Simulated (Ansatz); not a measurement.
Si$_{3}$H$_{7}$SOF: several calculations on one system

**1. Relaxation**

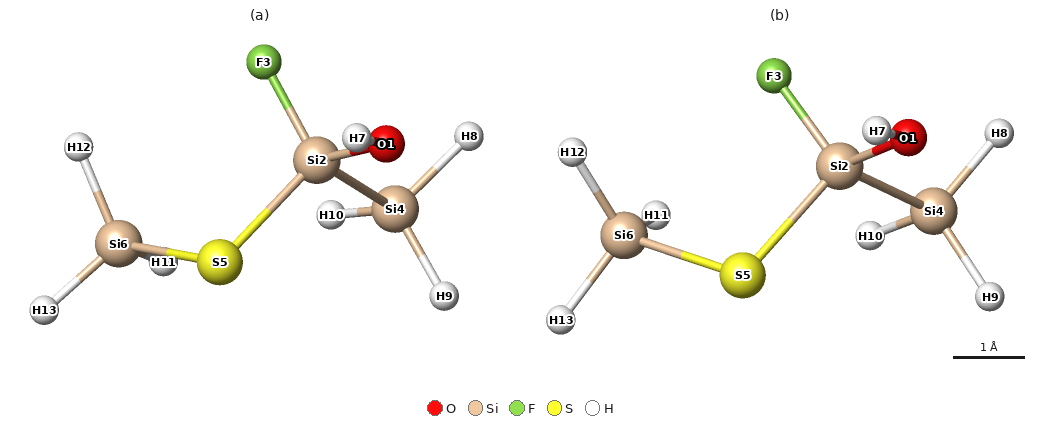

The structure of Si₃H₇SOF before (left) and after (right) a relaxation, at one scale.

A ball-and-stick model, seen from a free direction.

The run prepares an end point of a later path (torsion) calculation, from a guessed geometry.

The calculation used RKS PBE-D4/def2-SVP in Ansatz.

The input:
```yaml
crystal:
  periodic: [false, false, false]
  atoms:
    - { symbol: O, position_ang: [-2.1153, 1.5486, -0.0433] }
    - { symbol: Si, position_ang: [-0.9742, 0.445, 0.1074] }
    - { symbol: F, position_ang: [-1.4796, -0.5292, 1.2701] }
    - { symbol: Si, position_ang: [-0.5584, -0.6964, -1.8822] }
    - { symbol: S, position_ang: [0.7131, 1.5485, 0.79] }
    - { symbol: Si, position_ang: [1.8568, -0.1285, 1.4012] }
    - { symbol: H, position_ang: [-2.1952, 2.2127, 0.6952] }
    - { symbol: H, position_ang: [-1.8437, -1.3484, -2.3598] }
    - { symbol: H, position_ang: [-0.1443, 0.2178, -2.9143] }
    - { symbol: H, position_ang: [0.3965, -1.7706, -1.6757] }
    - { symbol: H, position_ang: [2.0504, -1.0236, 0.249] }
    - { symbol: H, position_ang: [1.1861, -0.8646, 2.5086] }
    - { symbol: H, position_ang: [3.1282, 0.354, 1.8686] }
basis:
  gaussian: { orbitals: def2-SVP }
hamiltonian:
  xc: pbe
  dispersion: d4
relax:
  f_tol: 0.015
  max_steps: 40
```

Launched with:
```bash
ansatz run input.yaml --threads 2 --pin off --max-ram 3072MiB --backend cpu --events-out ev --progress --plain --runs-dir out
```

Question: Summarise the run.

Answer: After 12 geometry steps the energy has fallen by 9.62 kcal/mol. The largest force component goes from 2.5 to 0.0099 eV/Å. H11 moves most after the best rigid fit: 0.77 Å. By element the largest moves are H 0.77 Å, F 0.41 Å, S 0.28 Å, Si 0.27 Å, O 0.10 Å. Some distances before and after: O1–Si2 1.595 → 1.664 Å, Si4–H9 1.440 → 1.503 Å, S5–Si6 2.120 → 2.175 Å, Si2–F3 1.599 → 1.652 Å. Bond angles that change, for instance: O1–Si2–S5 103.8° → 109.7°, O1–Si2–F3 105.3° → 110.7°, O1–Si2–Si4 112.7° → 109.0°. Groups turn about Si2–S5 by about 20°.

**2. Relaxation**

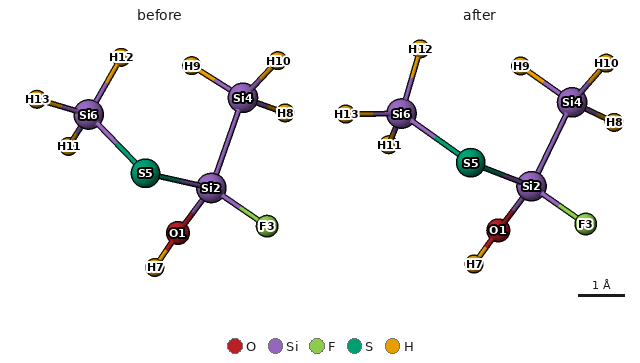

The structure of Si3H7SOF before (left) and after (right) a relaxation, at one scale.

A ball-and-stick model, seen at a tilt.

The run prepares an end point of a later path (torsion) calculation, from a guessed geometry.

Computed with Ansatz 0.2.0, RKS PBE-D4/def2-SVP. Settings: no spin polarisation; force threshold 0.015 eV/Å; at most 40 steps.

**What changed between the two?**

H12 moves most after the best rigid fit: 0.54 Å. By element the largest moves are H 0.54 Å, S 0.28 Å, Si 0.26 Å, F 0.18 Å, O 0.14 Å. Some distances before and after: O1–Si2 1.595 → 1.668 Å, Si4–H9 1.440 → 1.505 Å, S5–Si6 2.120 → 2.172 Å, Si4–H10 1.452 → 1.503 Å. Bond angles that change, for instance: O1–Si2–S5 103.8° → 112.6°, F3–Si2–S5 109.5° → 102.6°, O1–Si2–Si4 112.7° → 106.9°. Over 11 accepted moves (12 points after the start) the energy falls by 11.2 kcal/mol. The largest force component goes from 2.4 to 0.012 eV/Å. The line search rejected the trial step at point 5 of the run. The run took 39 s on 2 threads of AMD EPYC 7R13 Processor (Zen 3), with other jobs on the host, peak memory 0.21 GiB.

**3. Path**

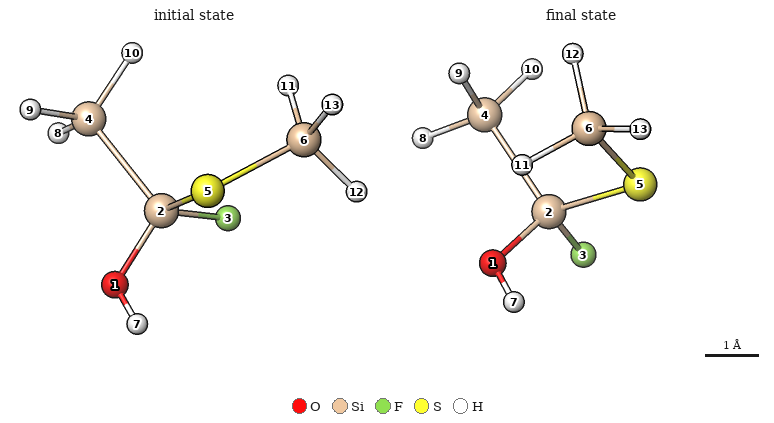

The two relaxed end points of a path for Si₃H₇SOF. A ball-and-stick model, seen at a tilt.

All numbers below come from RKS PBE-D4/def2-SVP in Ansatz.

Input
```yaml
crystal:
  periodic: [false, false, false]
  atoms:
    - { symbol: O, position_ang: [-2.195412, 1.472142, -0.028797] }
    - { symbol: Si, position_ang: [-0.910839, 0.415209, 0.004385] }
    - { symbol: F, position_ang: [-1.143786, -0.751276, 1.150059] }
    - { symbol: Si, position_ang: [-0.711471, -0.606268, -2.089048] }
    - { symbol: S, position_ang: [0.883996, 1.468223, 0.586116] }
    - { symbol: Si, position_ang: [1.878716, -0.151034, 1.64442] }
    - { symbol: H, position_ang: [-2.253177, 2.086996, 0.726232] }
    - { symbol: H, position_ang: [-1.961338, -1.356268, -2.459046] }
    - { symbol: H, position_ang: [-0.425852, 0.448274, -3.121349] }
    - { symbol: H, position_ang: [0.444752, -1.566138, -2.028238] }
    - { symbol: H, position_ang: [1.818345, -1.421859, 0.845886] }
    - { symbol: H, position_ang: [1.291926, -0.372321, 3.00703] }
    - { symbol: H, position_ang: [3.30454, 0.299621, 1.77715] }
basis:
  gaussian: { orbitals: def2-SVP }
hamiltonian:
  xc: pbe
  dispersion: d4
neb:
  order_check: false
  images: 5
  f_tol: 0.03
  max_iterations: 60
  initial_path: idpp
  final_atoms:
    - { symbol: O, position_ang: [-1.41133899, 1.59746525, 0.10108379] }
    - { symbol: Si, position_ang: [-1.26166168, -0.05267687, 0.29321874] }
    - { symbol: F, position_ang: [-2.6967158, -0.69794377, 0.75954325] }
    - { symbol: Si, position_ang: [-0.61320739, -0.92304984, -1.78051751] }
    - { symbol: S, position_ang: [0.04984929, -0.58344109, 1.92983977] }
    - { symbol: Si, position_ang: [1.89600488, 0.31158415, 1.21619276] }
    - { symbol: H, position_ang: [-1.5446706, 2.10761275, 0.92200787] }
    - { symbol: H, position_ang: [-1.57955983, -0.52212878, -2.8603171] }
    - { symbol: H, position_ang: [0.75707649, -0.39960372, -2.11637644] }
    - { symbol: H, position_ang: [-0.55382772, -2.42172793, -1.68303314] }
    - { symbol: H, position_ang: [1.62492583, 1.64698767, 0.58310732] }
    - { symbol: H, position_ang: [2.59090469, -0.57411829, 0.22025004] }
    - { symbol: H, position_ang: [2.76262083, 0.47634148, 2.42980066] }
```

Launched with:
```bash
ansatz run input.yaml --threads 2 --pin off --max-ram 3072MiB --backend cpu --events-out ev --progress --plain --runs-dir out
```

> Predict the minimum-energy path and its barrier.

The highest point, image 4, lies 10.9 kJ/mol above the start and 6.0 kJ/mol above the end; the end is at +4.9 kJ/mol relative to the start. The motion is a rotation about the Si2–S5 bond by about 150°. No bond forms or breaks between the ends. Among the angles between lasting bonds that change up to the highest image: Si4–Si2–S5 112.5° → 119.4°, Si2–Si4–H8 111.6° → 107.3°. The band converged in 16 iterations. The largest component of the band force went from 1.4 to 0.02 eV/Å. The climbing image converged on the top of the path. Its vibrational analysis gives one imaginary mode (58i cm⁻¹), as a transition state must have.

Energies of the converged images:

| image | path (Å) | E (kJ/mol) |
| --- | --- | --- |
| 0 | 0.00 | 0.0 |
| 1 | 1.27 | 3.3 |
| 2 | 2.54 | 5.9 |
| 3 | 3.81 | 8.8 |
| 4 | 5.08 | 10.9 |
| 5 | 6.55 | 6.9 |
| 6 | 8.02 | 4.9 |

The geometry at the top of the path:

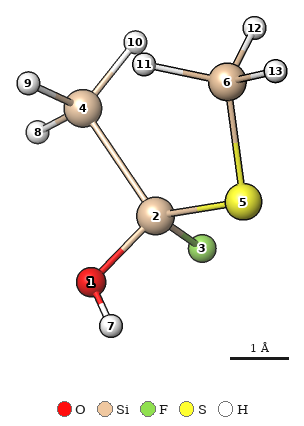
